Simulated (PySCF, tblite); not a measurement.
**C2H11Si3 radical, a small gas-phase stand-in for a defect centre (C site with back bonds [SiH3], [SiH3], C[SiH3]): EPR parameters**

Aim: the EPR parameters of `[SiH3]C[C]([SiH3])[SiH3]`. It is drawn as: dangling bond.

Computed with tblite 0.8.0 and PySCF 2.14.0; each step states its level. No surroundings beyond the atoms listed, unless a continuum is named. Atoms count from 0, parts from 1.

## 1. The system as given

16 atoms, charge 0, multiplicity 2; geometry: distance geometry start.

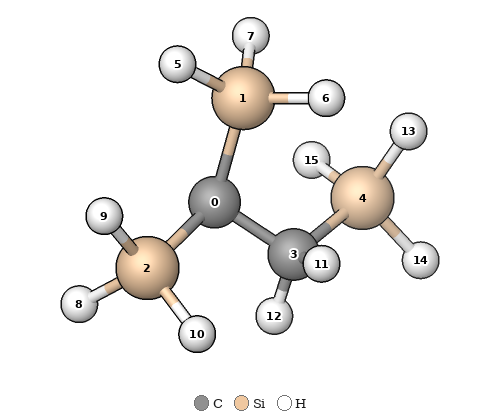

The starting geometry (carbon grey, silicon light orange, hydrogen white), atoms numbered.

## 2. Relaxing the cluster with GFN2-xTB

Job settings and geometry (Å):

```
{"job": {"kind": "relax", "xc": "GFN2-xTB", "basis": "xTB"}, "charge": 0, "multiplicity": 2}
C      0.459989    -0.212128     0.488877
Si     0.337884     1.617176     0.515533
Si     2.120233    -0.882745    -0.010754
C     -0.518018    -0.780951    -0.522579
Si    -2.222656    -0.262398    -0.062425
H      1.630606     2.249250     0.847732
H     -0.193036     2.172979    -0.743110
H     -0.590481     2.055617     1.567289
H      2.432652    -1.974969     0.961124
H      3.191561     0.130064     0.139497
H      2.071940    -1.388361    -1.359560
H     -0.167641    -0.398209    -1.500207
H     -0.475488    -1.905681    -0.459010
H     -2.447289     1.112025    -0.494591
H     -3.166029    -1.190777    -0.709738
H     -2.431714    -0.365284     1.415555
```

With the program's defaults for keys left out, this is: GFN2-xTB geometry optimisation, gas phase.

Command:

```bash
> OMP_NUM_THREADS=1 python cluster_run.py task.json out
```

One launch serves the whole session: the jobs run in the order shown.

Standard output:

```text
step      E/eV     max force
  0    -407.27240    1.949
  1    -407.45514    1.270
  2    -407.57217    1.079
  3    -407.65204    0.804
  4    -407.74178    0.627
  5    -407.78241    0.594
  6    -407.81351    0.534
  7    -407.84599    0.440
  8    -407.88504    0.530
  9    -407.91852    0.513
 10    -407.94409    0.338
 11    -407.96121    0.328
 12    -407.97469    0.438
 13    -407.99268    0.378
 14    -408.00863    0.260
 15    -408.02019    0.266
 16    -408.02894    0.219
 17    -408.03683    0.224
 18    -408.04385    0.198
 19    -408.04928    0.157
 20    -408.05319    0.142
 21    -408.05700    0.146
 22    -408.06142    0.153
 23    -408.06608    0.185
 24    -408.07017    0.178
 25    -408.07300    0.127
 26    -408.07493    0.117
 27    -408.07667    0.104
 28    -408.07832    0.101
 29    -408.07974    0.071
 30    -408.08085    0.075
 31    -408.08177    0.070
 32    -408.08273    0.082
 33    -408.08381    0.083
 34    -408.08506    0.097
 35    -408.08656    0.099
 36    -408.08819    0.102
 37    -408.08977    0.096
 38    -408.09124    0.091
 39    -408.09268    0.102
 40    -408.09420    0.110
 41    -408.09593    0.148
 42    -408.09782    0.131
 43    -408.09975    0.126
 44    -408.10190    0.146
 45    -408.10480    0.170
 46    -408.10900    0.226
 47    -408.11443    0.230
 48    -408.12030    0.156
 49    -408.12550    0.190
 50    -408.12947    0.209
 51    -408.13401    0.223
 52    -408.14151    0.239
 53    -408.15150    0.336
 54    -408.15574    0.387
 55    -408.17025    0.306
 56    -408.18592    0.303
 57    -408.19649    0.248
 58    -408.20192    0.157
 59    -408.20920    0.152
 60    -408.21283    0.187
 61    -408.21676    0.158
 62    -408.21985    0.147
 63    -408.22248    0.131
 64    -408.22455    0.104
 65    -408.22696    0.136
 66    -408.22979    0.165
 67    -408.23322    0.144
 68    -408.23691    0.133
 69    -408.24036    0.141
 70    -408.24303    0.147
 71    -408.24486    0.127
 72    -408.24624    0.095
 73    -408.24771    0.131
 74    -408.24960    0.171
 75    -408.25223    0.139
 76    -408.25537    0.133
 77    -408.25725    0.100
 78    -408.25869    0.107
 79    -408.25978    0.080
 80    -408.26092    0.083
 81    -408.26252    0.112
 82    -408.26471    0.160
 83    -408.26703    0.179
 84    -408.26880    0.145
 85    -408.26990    0.092
 86    -408.27060    0.062
 87    -408.27117    0.071
 88    -408.27173    0.071
 89    -408.27222    0.062
 90    -408.27283    0.061
 91    -408.27348    0.097
 92    -408.27408    0.098
 93    -408.27457    0.060
 94    -408.27495    0.046
 95    -408.27533    0.059
 96    -408.27577    0.075
 97    -408.27632    0.081
 98    -408.27691    0.071
 99    -408.27740    0.053
100    -408.27777    0.039
101    -408.27806    0.048
102    -408.27835    0.045
103    -408.27874    0.051
104    -408.27932    0.059
105    -408.28013    0.078
106    -408.28100    0.078
107    -408.28162    0.055
108    -408.28198    0.040
109    -408.28229    0.046
110    -408.28273    0.060
111    -408.28333    0.068
112    -408.28387    0.068
113    -408.28431    0.059
114    -408.28464    0.057
115    -408.28510    0.065
116    -408.28546    0.049
117    -408.28589    0.049
118    -408.28619    0.046
119    -408.28653    0.053
120    -408.28695    0.069
121    -408.28749    0.064
122    -408.28798    0.046
123    -408.28838    0.047
124    -408.28873    0.041
125    -408.28899    0.073
126    -408.28928    0.060
127    -408.28951    0.035
128    -408.28978    0.046
129    -408.28999    0.050
130    -408.29050    0.059
131    -408.29106    0.071
132    -408.29168    0.059
133    -408.29208    0.039
134    -408.29232    0.034
135    -408.29251    0.041
136    -408.29270    0.043
137    -408.29287    0.033
138    -408.29306    0.022
139    -408.29323    0.023
140    -408.29329    0.022
141    -408.29335    0.021
142    -408.29339    0.020
143    -408.29345    0.022
144    -408.29351    0.016
145    -408.29354    0.013
146    -408.29357    0.011
147    -408.29358    0.011
148    -408.29360    0.010
149    -408.29361    0.008
```

Wall time 4 s (1 thread of Arm Neoverse V1, shared host).

Along the way:

```
step  energy from step 0 (eV)  largest force (eV/Å)
   0                   0.0000                1.9483
   6                  -0.5411                0.5341
  12                  -0.7023                0.4384
  18                  -0.7715                0.1981
  24                  -0.7978                0.1775
  30                  -0.8084                0.0758
  36                  -0.8158                0.1020
  42                  -0.8254                0.1305
  48                  -0.8479                0.1567
  54                  -0.8833                0.3869
  60                  -0.9404                0.1868
  66                  -0.9574                0.1644
  72                  -0.9738                0.0944
  78                  -0.9863                0.1069
  84                  -0.9964                0.1453
  90                  -1.0004                0.0614
  96                  -1.0034                0.0753
 102                  -1.0059                0.0454
 108                  -1.0096                0.0402
 114                  -1.0122                0.0571
 120                  -1.0145                0.0697
 126                  -1.0169                0.0596
 132                  -1.0193                0.0592
 138                  -1.0207                0.0216
 144                  -1.0211                0.0161
 149                  -1.0212                0.0079
```

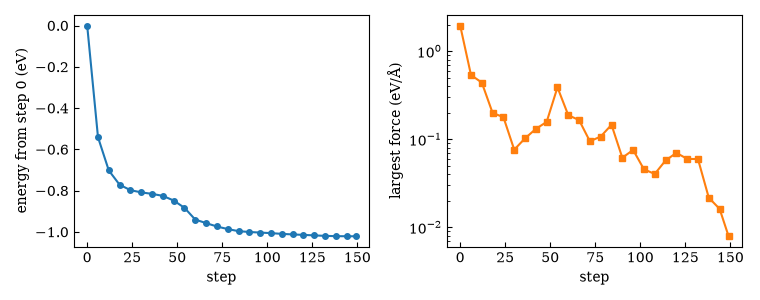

Energy and largest force along the relaxation.

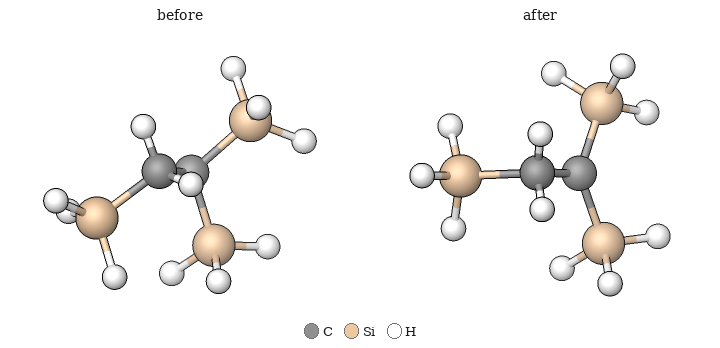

Before and after, at one scale.

Close pairs (by a distance rule), those that changed most:

```
   bond  before (Å)  after (Å)  change (Å)
 C3–Si4       1.840      1.929      +0.089
  C0–C3       1.518      1.470      -0.048
 C3–H12       1.127      1.092      -0.035
Si4–H15       1.496      1.462      -0.035
 C0–Si1       1.834      1.866      +0.032
Si2–H10       1.441      1.471      +0.030
 Si2–H8       1.495      1.473      -0.022
 Si2–H9       1.482      1.462      -0.020
```

## 3. Optimising the geometry at PBE0-D3(BJ)/def2-SVP

Job settings and geometry (Å):

```
{"job": {"xc": "PBE0", "basis": "def2-SVP", "d3": "d3bj", "grid": 2, "kind": "geom", "shake": 0.01}, "charge": 0, "multiplicity": 2}
C      0.565560     0.167010    -0.232154
Si     0.551338     2.032620     0.041968
Si     1.818397    -0.970290     0.434712
C     -0.553645    -0.392491    -0.970972
Si    -2.050822    -0.821210     0.209002
H      1.918722     2.484814     0.322470
H      0.056386     2.717053    -1.154435
H     -0.295936     2.432179     1.163358
H      1.271496    -1.862828     1.482382
H      2.925894    -0.197503     1.046115
H      2.350420    -1.824004    -0.627470
H     -0.982988     0.292661    -1.709814
H     -0.339788    -1.316046    -1.476986
H     -2.519093     0.418946     0.871015
H     -3.130023    -1.395216    -0.593741
H     -1.597372    -1.777013     1.216696
```

Standard output:

```text
step   0  E = -950.44406095  max force = 0.027892
step   1  E = -950.44977954  max force = 0.005412
step   2  E = -950.44996779  max force = 0.001213
step   3  E = -950.44999216  max force = 0.000447
step   4  E = -950.44999703  max force = 0.000166
optimisation converged
```

Run time: 2 min. Hardware: 1 thread of Arm Neoverse V1, shared host; peak memory 0.78 GiB.

The steps of the relaxation:

```
step  energy from step 0 (eV)  largest force component (eV/Å)
   0                   0.0000                          1.4343
   1                  -0.1556                          0.2783
   2                  -0.1607                          0.0624
   3                  -0.1614                          0.0230
   4                  -0.1615                          0.0085
```

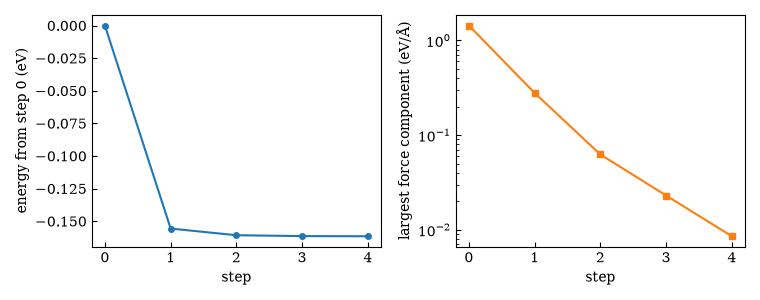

Energy and largest force along the relaxation.

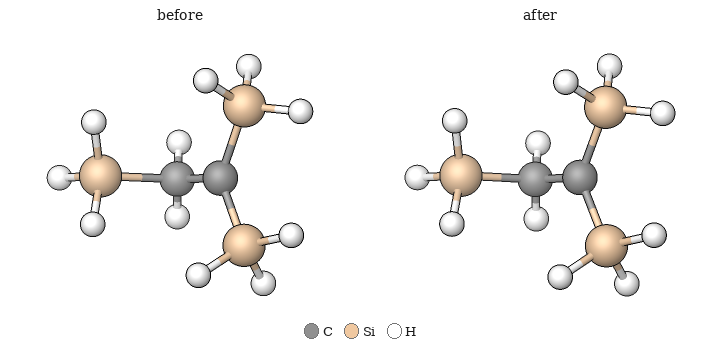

The geometry before (left) and after (right).

Close pairs (by a distance rule), those that changed most:

```csv
bond,before (Å),after (Å),change (Å)
C0–Si2,1.819,1.864,+0.046
C3–Si4,1.954,1.910,-0.044
Si1–H7,1.461,1.500,+0.039
C0–C3,1.453,1.491,+0.038
Si2–H10,1.463,1.499,+0.036
Si1–H6,1.465,1.498,+0.034
Si4–H14,1.462,1.496,+0.033
Si4–H15,1.461,1.493,+0.032
```

The final coordinates are the input of the step that follows.

```
                         at the end point                value
  point group (found at 0.08 Å tolerance)                   C1
rotational constants (GHz, main isotopes)  2.393, 1.583, 1.075
                        dipole moment (D)                 0.91
                                     ⟨S²⟩                0.755
```

## 4. EPR parameters: B3LYP/IGLO-III+pcH-1

Job settings and geometry (Å):

```
{"job": {"kind": "epr"}, "charge": 0, "multiplicity": 2}
C      0.507380     0.162668    -0.235099
Si     0.549890     2.003185     0.061605
Si     1.830501    -0.970670     0.429078
C     -0.641487    -0.432474    -0.975441
Si    -2.094003    -0.819674     0.202301
H      1.944704     2.453846     0.348721
H      0.027564     2.719473    -1.146339
H     -0.311635     2.399183     1.224181
H      1.278979    -1.901536     1.467428
H      2.941455    -0.181495     1.039338
H      2.373600    -1.820822    -0.679931
H     -1.051638     0.246339    -1.745760
H     -0.387280    -1.383524    -1.478421
H     -2.560029     0.441621     0.851750
H     -3.221883    -1.419347    -0.575529
H     -1.653941    -1.781307     1.255685
```

Method: UKS B3LYP, IGLO-III on C Si, pcH-1 on H, non-relativistic, mean-field spin-orbit, GIAO.

Standard output:

```text
UKS, coarse grid
  cycle   1  E = -951.33825662  |g| = 2.83e-01
  cycle   2  E = -951.31508398  |g| = 3.28e-01
  cycle   3  E = -951.36887143  |g| = 7.36e-02
  cycle   4  E = -951.37189473  |g| = 1.67e-02
  cycle   5  E = -951.37201485  |g| = 7.85e-03
  cycle   6  E = -951.37204823  |g| = 2.04e-03
  cycle   7  E = -951.37205244  |g| = 6.83e-04
UKS, final grid
  cycle   1  E = -951.37203423  |g| = 6.56e-04
  cycle   2  E = -951.37203421  |g| = 7.16e-04
  cycle   3  E = -951.37203447  |g| = 1.02e-04
  cycle   4  E = -951.37203448  |g| = 3.69e-05
  cycle   5  E = -951.37203448  |g| = 1.44e-05
E = -951.37203448 Eh   <S^2> = 0.7540 (exact 0.7500)
g shifts (ppm)      1          2          3
  rmc          -126       -126       -126
  gc             10         32         19
  oz_so         -33        574        935
  total        -150        479        827
hyperfine (MHz)  atom isotope    a_iso     a_fc   dipolar eigenvalues
    0   13C      65.73      65.88    -64.43    -63.19    127.61
    1  29Si      43.28      43.36     -1.68      0.00      1.68
    2  29Si      42.65      42.73     -1.59     -0.14      1.72
    3   13C     -20.41     -20.42     -5.14     -0.88      6.02
    4  29Si    -111.09    -111.23    -18.73      8.72     10.01
    5    1H      10.80      10.80     -2.87     -2.37      5.24
    6    1H      25.18      25.18     -2.59     -2.30      4.89
    7    1H      79.50      79.50     -2.93     -1.47      4.41
    8    1H      64.72      64.72     -2.82     -1.67      4.49
    9    1H      -1.71      -1.71     -2.90     -2.41      5.30
   10    1H      48.82      48.82     -2.73     -2.09      4.82
   11    1H      45.66      45.66     -4.07     -2.83      6.91
   12    1H      36.91      36.90     -3.82     -2.95      6.77
   13    1H      -2.96      -2.96     -2.53     -1.37      3.90
   14    1H      26.42      26.41     -1.83     -0.88      2.71
   15    1H      -2.64      -2.64     -2.53     -1.42      3.94
```

Wall time 2.2 min (1 thread of Arm Neoverse V1, shared host); peak memory 0.97 GiB.

Principal g values 2.00217, 2.00280, 2.00315; g(iso) = 2.00270, against 2.00232 for a free electron.

Hyperfine couplings, nucleus by nucleus at this fixed geometry (no averaging over rotations):

| nuclei | isotope | a(iso) (MHz) | a(iso) (G, at g = 2.0023) | largest dipolar term (MHz) |
| --- | --- | --- | --- | --- |
| Si4 | 29Si | -111.1 | -39.6 | -18.7 |
| H7 | 1H | 79.5 | 28.4 | 4.4 |
| C0 | 13C | 65.7 | 23.5 | 127.6 |
| H8 | 1H | 64.7 | 23.1 | 4.5 |
| H10 | 1H | 48.8 | 17.4 | 4.8 |
| H11 | 1H | 45.7 | 16.3 | 6.9 |
| Si1 | 29Si | 43.3 | 15.4 | -1.7 |
| Si2 | 29Si | 42.7 | 15.2 | 1.7 |
| H12 | 1H | 36.9 | 13.2 | 6.8 |
| H14 | 1H | 26.4 | 9.4 | 2.7 |
| H6 | 1H | 25.2 | 9.0 | 4.9 |
| C3 | 13C | -20.4 | -7.3 | 6.0 |
| H5 | 1H | 10.8 | 3.9 | 5.2 |
| H13 | 1H | -3.0 | -1.1 | 3.9 |

Mulliken spin populations:

C0 0.87; Si1 -0.03; Si2 -0.03; C3 -0.05; Si4 0.06; H5 0.01; H6 0.01; H7 0.04; H8 0.03; H9 0.00; H10 0.03; H11 0.02; H12 0.02; H13 0.00; H14 0.02; H15 0.00

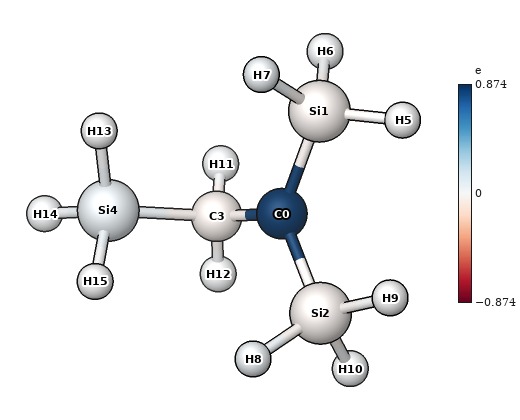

Mulliken spin populations, as colours on the atoms.

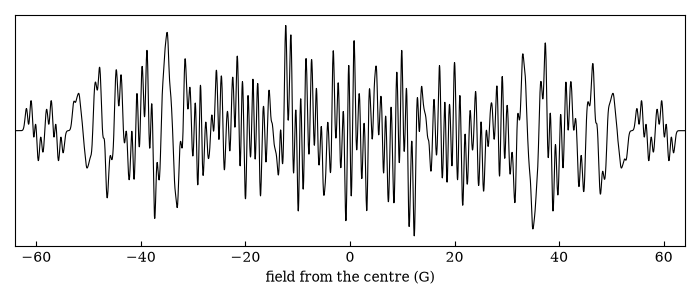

First-order isotropic spectrum (first derivative, main isotopes with spin only, couplings over 0.8 MHz, Gaussian width 0.3 G; couplings of the frozen geometry, rotation of groups not averaged beyond the rows shown).

The fields below are evaluated on a grid from the run's orbitals.

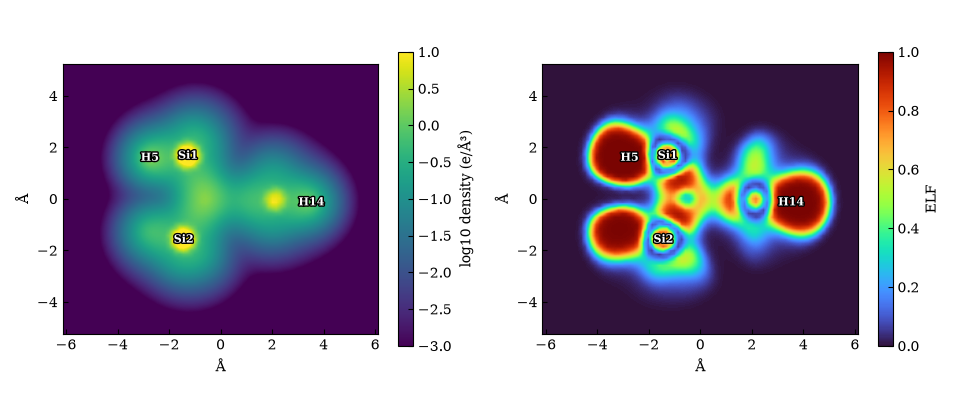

Density (left) and ELF (right) in a plane through or near 4 of the atoms.

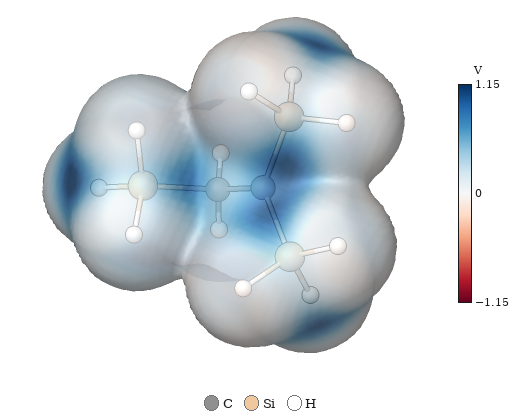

Electrostatic potential on the surface of density 0.002 e/bohr³; red is low, blue high. It runs from -0.07 to 1.15 V.

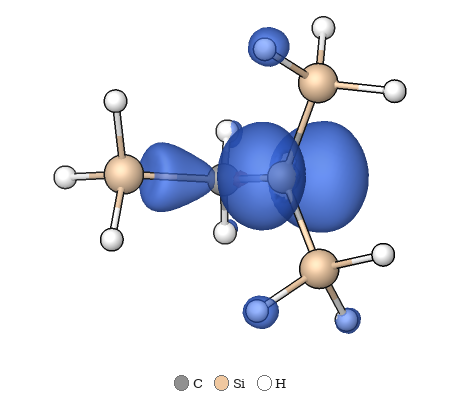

Spin density at ±0.03 e/Å³ (alpha excess blue, beta excess red).

## 5. EPR parameters: BHandHLYP/IGLO-III+pcH-1

The job, as its differences from that of step 4:

```diff
@@ -1,2 +1,2 @@
-{"job": {"kind": "epr"}, "charge": 0, "multiplicity": 2}
+{"job": {"kind": "epr", "xc": "BHandHLYP"}, "charge": 0, "multiplicity": 2}
 C      0.507380     0.162668    -0.235099
```

Level: UKS BHandHLYP, IGLO-III on C Si, pcH-1 on H, non-relativistic, mean-field spin-orbit, GIAO.

Standard output:

```text
UKS, coarse grid
  cycle   1  E = -951.20985563  |g| = 2.16e-01
  cycle   2  E = -951.23293268  |g| = 1.20e-01
  cycle   3  E = -951.23915455  |g| = 5.02e-02
  cycle   4  E = -951.24075447  |g| = 1.32e-02
  cycle   5  E = -951.24089665  |g| = 3.39e-03
  cycle   6  E = -951.24091819  |g| = 1.55e-03
  cycle   7  E = -951.24092109  |g| = 5.55e-04
UKS, final grid
  cycle   1  E = -951.24091124  |g| = 4.47e-04
  cycle   2  E = -951.24091130  |g| = 4.10e-04
  cycle   3  E = -951.24091139  |g| = 7.29e-05
  cycle   4  E = -951.24091140  |g| = 2.28e-05
  cycle   5  E = -951.24091140  |g| = 6.82e-06
E = -951.24091140 Eh   <S^2> = 0.7561 (exact 0.7500)
g shifts (ppm)      1          2          3
  rmc          -125       -125       -125
  gc              9         32         21
  oz_so         -31        458        841
  total        -148        365        737
hyperfine (MHz)  atom isotope    a_iso     a_fc   dipolar eigenvalues
    0   13C      87.66      87.82    -66.08    -64.64    130.73
    1  29Si      53.13      53.22     -2.39      0.04      2.35
    2  29Si      52.39      52.48     -2.30     -0.07      2.37
    3   13C     -26.14     -26.15     -4.28     -0.26      4.54
    4  29Si    -109.23    -109.36    -17.46      7.86      9.60
    5    1H       9.74       9.74     -3.01     -2.43      5.43
    6    1H      23.41      23.41     -2.68     -2.39      5.06
    7    1H      74.37      74.37     -2.92     -1.61      4.53
    8    1H      60.58      60.58     -2.82     -1.80      4.63
    9    1H      -1.93      -1.93     -3.04     -2.46      5.50
   10    1H      45.55      45.55     -2.79     -2.19      4.98
   11    1H      46.59      46.58     -4.19     -2.79      6.98
   12    1H      37.79      37.79     -3.97     -2.89      6.86
   13    1H      -3.24      -3.24     -2.53     -1.47      4.00
   14    1H      24.80      24.80     -1.69     -0.87      2.57
   15    1H      -2.94      -2.94     -2.53     -1.51      4.04
```

It took 2.4 min on 1 thread of Arm Neoverse V1, shared host; peak memory 1 GiB.

In short: g(iso) 2.00264.

## 6. Side by side: EPR parameters

g, ⟨S²⟩ and isotropic hyperfine couplings (MHz), with basis size and wall time:

```
                     run   g(iso)   ⟨S²⟩  29Si Si4  1H H7  13C C0  1H H8  1H H10  functions     time
    B3LYP/IGLO-III+pcH-1  2.00270  0.754    -111.1   79.5    65.7   64.7    48.8        312  2.2 min
BHandHLYP/IGLO-III+pcH-1  2.00264  0.756    -109.2   74.4    87.7   60.6    45.5        312  2.4 min
```

## 7. Summary of results

| quantity | value |
| --- | --- |
| point group | C1 |
| rotational constants (main isotopes) | 2.39, 1.58, 1.08 GHz |
| g(iso) (B3LYP) | 2.00270 |
| ⟨S²⟩ | 0.754 (exact 0.75) |
| largest a(iso) | 29Si on Si4, -111.1 MHz |
| potential on the surface of density 0.002 e/bohr³, 1st and 99th percentile | -0.07 V and 1.15 V |

What this shows: The start of the PBE0/def2-SVP relaxation was shaken at random by about 0.01 Å, so part of the energy gained, and of the first lengths quoted, undoes that. Relaxing lowered the energy by 0.162 eV in 4 steps; the close pair that moved most is C0–Si2, from 1.819 to 1.864 Å (PBE0/def2-SVP). No frequency check was run at this level, so the end point may be a saddle. C0 carries the largest spin population, 0.87 e. The isotropic g lies 0.4 ppt above the free-electron value. The coupling of 29Si on Si4 runs from -111.1 (B3LYP/IGLO-III+pcH-1) to -109.2 MHz (BHandHLYP/IGLO-III+pcH-1). A capped cluster stands for the solid here, so long-range fields and strain are missing, and bands or shifts of the capping hydrogens have no counterpart in it.
